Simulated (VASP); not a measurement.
# Lattice of Silicon across functionals and dispersion corrections, part 2 of 2

Aim: relax Silicon at several levels and hold each cell against experiment. LASPH is on for some levels and off for others; the table marks which. The start is a cell from a database of measured crystal structures.

VASP 6.6.1, plane waves and PAW; the level of theory is named at each step.

So far. Step 2 (Relaxation with PBE): It ends with forces that vanish by symmetry and a pressure of 0.01 GPa. The volume lies +2.1 % from that of the database's start. The conventional cell has a = 5.469 Å. Step 3 (Relaxation with LDA): It ends at 19.83 Å³/atom, -1.0 % from the start, with 0.00 GPa left. The conventional cell has a = 5.413 Å.

## Step 4: Relaxation with r2SCAN

This step: r2SCAN; plane waves and PAW (Si) (VASP 6.6.1).

r2SCAN adds the kinetic-energy density, costs more than a GGA and is run with LASPH.

INCAR

```
SYSTEM = Si
PREC = Accurate
ENCUT = 520
EDIFF = 1E-06
NELM = 100
ISMEAR = -1
SIGMA = 0.05
LREAL = .FALSE.
ALGO = Normal
METAGGA = R2SCAN
LASPH = .TRUE.
NBANDS = 10
LORBIT = 11
LWAVE = .FALSE.
LCHARG = .FALSE.
KPAR = 2
IBRION = 2
NSW = 60
ISIF = 3
EDIFFG = -0.01
```

POSCAR

```
Si
1.0
    0.0000000000      2.7154705000      2.7154705000
    2.7154705000      0.0000000000      2.7154705000
    2.7154705000      2.7154705000      0.0000000000
Si
2
Direct
    0.0000000000      0.0000000000      0.0000000000
    0.2500000000      0.2500000000      0.2500000000
```

KPOINTS

```
Automatic mesh
0
Gamma
7 7 7
0 0 0
```

PAW data sets: Si (PBE family, release 64).

Started as:

```console
$ mpirun -np 2 vasp_std
```

Output:

```text
[banner, memory and clock lines left out]
running    2 mpi-ranks, on    1 nodes
[...]
[... a notice as in an earlier step ...]

 LDA part: xc-table for (None), standard interpolation
 POSCAR, INCAR and KPOINTS ok, starting setup
[...]
entering main loop
       N       E                     dE             d eps       ncg     rms          rms(c)
DAV:   1    -0.138610157196E+01   -0.13861E+01   -0.34188E+03   400   0.651E+02
DAV:   2    -0.182501214856E+02   -0.16864E+02   -0.16449E+02   520   0.888E+01
DAV:   3    -0.187053572383E+02   -0.45524E+00   -0.45373E+00   522   0.126E+01
DAV:   4    -0.187088329770E+02   -0.34757E-02   -0.34742E-02   488   0.133E+00
[...]
DAV:  10    -0.175419468564E+02   -0.15051E-04   -0.63374E-06   486   0.209E-02    0.101E-02
DAV:  11    -0.175419504225E+02   -0.35662E-05   -0.13790E-06   400   0.858E-03    0.262E-03
DAV:  12    -0.175419504356E+02   -0.13081E-07   -0.55699E-08   222   0.164E-03
   1 F= -.17541950E+02 E0= -.17541946E+02  d E =-.175420E+02
[...]
N       E                     dE             d eps       ncg     rms          rms(c)
DAV:   1    -0.175422444765E+02   -0.29405E-03   -0.16377E-02   434   0.613E-01    0.135E-01
DAV:   2    -0.175421683741E+02    0.76102E-04   -0.48625E-04   452   0.132E-01    0.898E-02
DAV:   3    -0.175420703108E+02    0.98063E-04   -0.20398E-04   414   0.707E-02    0.286E-02
DAV:   4    -0.175420698154E+02    0.49544E-06   -0.45309E-06   504   0.158E-02
   2 F= -.17542070E+02 E0= -.17542066E+02  d E =-.119380E-03
 trial-energy change:   -0.000119  1 .order   -0.000137   -0.001159    0.000885
 step:   0.5543(harm=  0.5670)  dis= 0.00000  next Energy=   -17.542269 (dE=-0.318E-03)
[...]
N       E                     dE             d eps       ncg     rms          rms(c)
DAV:   1    -0.175422974185E+02   -0.22711E-03   -0.33078E-03   436   0.276E-01    0.570E-02
DAV:   2    -0.175422830205E+02    0.14398E-04   -0.95664E-05   452   0.595E-02    0.387E-02
DAV:   3    -0.175422650895E+02    0.17931E-04   -0.40723E-05   416   0.316E-02    0.128E-02
DAV:   4    -0.175422659050E+02   -0.81545E-06   -0.85813E-07   340   0.707E-03
   3 F= -.17542266E+02 E0= -.17542262E+02  d E =-.315469E-03
[...]
reached required accuracy - stopping structural energy minimisation
```

Elapsed: 46 s, on 2 MPI ranks of AMD EPYC 7R43, shared host; peak memory 0.25 GiB.

Parts of OUTCAR (step 4):

```text
  Total        0.0004519      0.0004519      0.0004519      0.0000000      0.0000000     -0.0000000
  in kB        0.0179881      0.0179881      0.0179881      0.0000000      0.0000000     -0.0000000
  external PRESSURE =       0.0179881 kB  Pullay stress =       0.0000000 kB

 POSITION                                       TOTAL-FORCE (eV/Angst)
 -----------------------------------------------------------------------------------
      0.00000      0.00000      0.00000        -0.000000     -0.000000     -0.000000
      1.36003      1.36003      1.36003         0.000000      0.000000      0.000000
 -----------------------------------------------------------------------------------
    total drift:                               -0.000000     -0.000000     -0.000000

  FREE ENERGIE OF THE ION-ELECTRON SYSTEM (eV)
  ---------------------------------------------------
  free  energy   TOTEN  =       -17.5422659050 eV

  energy  without entropy=      -17.5422570952  energy(sigma->0) =      -17.54226150

[... 2 parts as in an earlier step ...]

[... 2 further parts left out ...]
[key lines of the parts left out:]
E-fermi :   6.0615
```

The PAW data sets were made with PBE, which is usual practice but a small mismatch for other functionals.

The steps of the relaxation:

| step | energy less that of the first step (eV) | largest force (eV/Å) | pressure (GPa) | volume (Å³) |
| --- | --- | --- | --- | --- |
| 1 | 0.0000 | 0.0000 | 0.51 | 40.05 |
| 2 | -0.0001 | 0.0000 | -0.38 | 40.41 |
| 3 | -0.0003 | 0.0000 | 0.00 | 40.25 |

| conventional cell, symmetrised | before | after | change |
| --- | --- | --- | --- |
| a (Å) | 5.431 | 5.440 | +0.2 % |
| b (Å) | 5.431 | 5.440 | +0.2 % |
| c (Å) | 5.431 | 5.440 | +0.2 % |
| volume (Å³/atom) | 20.02 | 20.13 | +0.5 % |

The relaxed structure:

```
Si
1.0
     0.00000    2.72006    2.72006
     2.72006    0.00000    2.72006
     2.72006    2.72006    0.00000
Si
2
Direct
  0.00000 0.00000 0.00000
  0.25000 0.25000 0.25000
```

It ends at 20.13 Å³/atom, +0.5 % from the start, with 0.00 GPa left. The conventional cell has a = 5.440 Å.

## Step 5: Relaxation with PBE + D3(BJ)

This step: PBE with D3(BJ); plane waves and PAW (Si) (VASP 6.6.1).

A dispersion term adds the long-range attraction that semilocal functionals lack. D3 with Becke-Johnson damping keeps a finite attraction at short range.

INCAR: that of step 4 with these lines changed.

```diff
@@ -9,4 +9,4 @@
 ALGO = Normal
-METAGGA = R2SCAN
-LASPH = .TRUE.
+GGA = PE
+IVDW = 12
 NBANDS = 10
```

POSCAR is that of step 4.

KPOINTS is that of step 4.

Started as:

```console
$ mpirun -np 2 vasp_std
```

Output:

```text
[... set-up lines as in an earlier step ...]
 entering main loop
       N       E                     dE             d eps       ncg     rms          rms(c)
[... 11 cycles as in an earlier step ...]
   1 F= -.11463735E+02 E0= -.11463708E+02  d E =-.114637E+02
[...]
N       E                     dE             d eps       ncg     rms          rms(c)
DAV:   1    -0.108302613102E+02    0.52401E-02   -0.18572E-02   438   0.644E-01    0.130E-01
DAV:   2    -0.108299422492E+02    0.31906E-03   -0.33854E-04   442   0.106E-01    0.829E-02
DAV:   3    -0.108297776553E+02    0.16459E-03   -0.32943E-04   426   0.781E-02    0.256E-02
DAV:   4    -0.108297785417E+02   -0.88641E-06   -0.55767E-06   444   0.163E-02
   2 F= -.11463980E+02 E0= -.11463948E+02  d E =-.244384E-03
 trial-energy change:   -0.000244  1 .order   -0.000222   -0.001248    0.000803
 step:   0.6236(harm=  0.6083)  dis= 0.00000  next Energy=   -11.464130 (dE=-0.394E-03)
[...]
N       E                     dE             d eps       ncg     rms          rms(c)
DAV:   1    -0.108322672417E+02   -0.24896E-02   -0.25891E-03   438   0.241E-01    0.457E-02
DAV:   2    -0.108322208056E+02    0.46436E-04   -0.46904E-05   444   0.395E-02    0.293E-02
DAV:   3    -0.108321941052E+02    0.26700E-04   -0.45709E-05   424   0.291E-02    0.957E-03
DAV:   4    -0.108321939098E+02    0.19540E-06   -0.72835E-07   288   0.608E-03
   3 F= -.11464133E+02 E0= -.11464103E+02  d E =-.398277E-03
[...]
reached required accuracy - stopping structural energy minimisation
```

Run time: 9.4 s. Hardware: 2 MPI ranks; peak memory 0.27 GiB.

From OUTCAR (step 5):

```text
 Edisp (eV)   -0.63420

 Edisp (eV)   -0.63194

  Total       0.00239     0.00239     0.00239     0.00000     0.00000    -0.00000
  in kB       0.09636     0.09636     0.09636     0.00000     0.00000    -0.00000
  external pressure =        0.10 kB  Pullay stress =        0.00 kB

 POSITION                                       TOTAL-FORCE (eV/Angst)
 -----------------------------------------------------------------------------------
      0.00000      0.00000      0.00000        -0.000000     -0.000000     -0.000000
      1.35505      1.35505      1.35505         0.000000      0.000000      0.000000
 -----------------------------------------------------------------------------------
    total drift:                               -0.000000     -0.000000     -0.000000

  FREE ENERGIE OF THE ION-ELECTRON SYSTEM (eV)
  ---------------------------------------------------
  free  energy   TOTEN  =       -11.4641334097 eV

  energy  without entropy=      -11.4640733428  energy(sigma->0) =      -11.46410338

[... 2 parts as in an earlier step ...]

[... 2 further parts left out ...]
[key lines of the parts left out:]
E-fermi :   6.1516
```

Relaxation path:

| step | energy less that of the first step (eV) | largest force (eV/Å) | pressure (GPa) | volume (Å³) |
| --- | --- | --- | --- | --- |
| 1 | 0.0000 | 0.0000 | -0.53 | 40.05 |
| 2 | -0.0002 | 0.0000 | 0.34 | 39.67 |
| 3 | -0.0004 | 0.0000 | 0.01 | 39.81 |

| conventional cell, symmetrised | before | after | change |
| --- | --- | --- | --- |
| a (Å) | 5.431 | 5.420 | -0.2 % |
| b (Å) | 5.431 | 5.420 | -0.2 % |
| c (Å) | 5.431 | 5.420 | -0.2 % |
| volume (Å³/atom) | 20.02 | 19.90 | -0.6 % |

The relaxed structure:

```xyz
2
Lattice="0.0000 2.7101 2.7101 2.7101 0.0000 2.7101 2.7101 2.7101 0.0000" Properties=species:S:1:pos:R:3 pbc="T T T"
Si    0.0000    0.0000    0.0000
Si    1.3551    1.3551    1.3551
```

It ends at 19.90 Å³/atom, -0.6 % from the start, with 0.01 GPa left. The conventional cell has a = 5.420 Å. Against plain PBE, the dispersion term moves a by -0.9 %.

## Step 6: The cells as a table

This step: relaxed cells at several levels; plane waves and PAW (VASP 6.6.1).

This step runs nothing: it gathers the runs above.

Lengths are those of the conventional cell; cost is the wall time of each run, as given at its step, times its ranks, without the set-up around it; LASPH differs between rows, which moves results and costs too. Results by level, by row:

| level | volume (Å³/atom) | change from the start (%) | a (Å) | cost (core minutes) | LASPH |
| --- | --- | --- | --- | --- | --- |
| PBE | 20.45 | 2.1 | 5.469 | 0.493 | off |
| LDA | 19.83 | -1 | 5.413 | 0.327 | off |
| r2SCAN | 20.13 | 0.5 | 5.44 | 1.53 | on |
| PBE + D3(BJ) | 19.9 | -0.6 | 5.42 | 0.313 | off |

## Step 7: What came out

* volume, PBE: 20.45 Å³/atom
* volume, LDA: 19.83 Å³/atom
* volume, r2SCAN: 20.13 Å³/atom
* volume, PBE + D3(BJ): 19.90 Å³/atom

For Silicon the levels give volumes between 19.83 Å³/atom (LDA) and 20.45 Å³/atom (PBE), a spread of 3.1 %, while the cost of the finished runs spans a factor of 4.9. Within 1 % of experiment on every length: PBE, LDA, r2SCAN and PBE + D3(BJ). The nearest, r2SCAN, took 4.9 times the core time of PBE + D3(BJ) and lowers the largest miss from 0.20 to 0.17 %. Thermal and zero-point expansion, often some tenths of a per cent in length, bear on this order: with the measured lengths lowered by an assumed 0.4 % the nearest becomes LDA. The costs hold the number of ionic steps as well as the price of the functional. Adding D3(BJ) to PBE changes the volume by -2.6 % (a by -0.9 %). Within 0.02 Å all end in space group Fd-3m; the runs can't lower the symmetry of the start. LASPH is on for some levels and off for others, so differences between them are not the functional's alone. Each is a single relaxation on the plane waves of the start cell, so larger changes of volume carry a basis-set error that was not tested here.

Comparison with the measured values:

| quantity | measured | PBE | LDA | r2SCAN | PBE + D3(BJ) |
| --- | --- | --- | --- | --- | --- |
| lattice constant a (Å) | 5.431 | 5.469 (+0.7 %) | 5.413 (-0.3 %) | 5.440 (+0.2 %) | 5.420 (-0.2 %) |

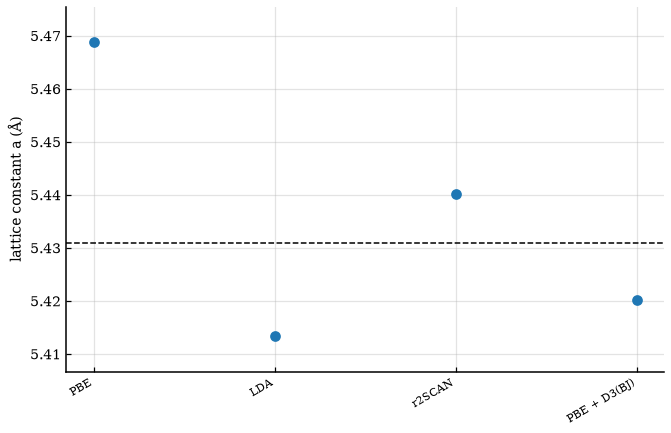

The lattice constant a by level; the dashed line is the measured value.

Measured values from pmc:9142567 (2022).

**Verdict.** For the lattice constant a, of the levels listed nearest comes r2SCAN (+0.2 %, good agreement) and farthest PBE (+0.7 %, good agreement). The grades are ours: good and fair within 0.7 and 1.5 % for the lattice constant a. Zero-point motion and thermal expansion are not in the computed lattice constants.

[Lines on the potential files, build, host, timing and source positions are cut from VASP's logs without a mark.]

[Logs are printed without paths, hosts, clocks, repeated set-up lines and the standing remarks that a program may print on its own settings, such as how far it seeks lower states.]

[Hosts, paths, dates, database ids (printed as entryN), source tags and the programs' standing remarks are cut or masked in the printed files.]

[A measured line is paired with the nearest computed mode of its activity, which favours agreement.]
